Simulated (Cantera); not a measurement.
Feed: 1 mol BN, a varied amount of HCl, at 1200 °C and 0.630 bar.

Cantera equilibrium calculation (NASA polynomials, part measured and part estimated; ideal gas, pure solids and liquids). Candidate condensed phases: B, BN, NH₄Cl; 21 gas species. The tables' values for BCl₂ are old estimates; treat these amounts as uncertain. Gases not in the tables: BHCl₂. Rates play no part.

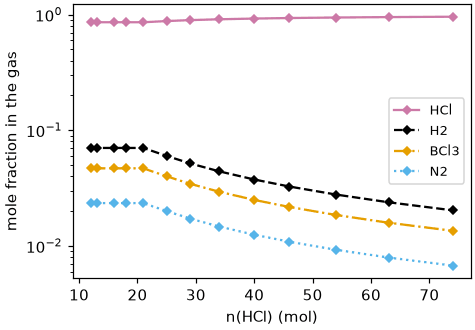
Fig. 1. Equilibrium gas composition (values under 1e-9 drawn at 1e-9)

From 12 mol HCl to 21 mol HCl the condensed part is BN(s). From 25 mol HCl to 74 mol HCl nothing is condensed. The main B-bearing gas is BCl₃ throughout.
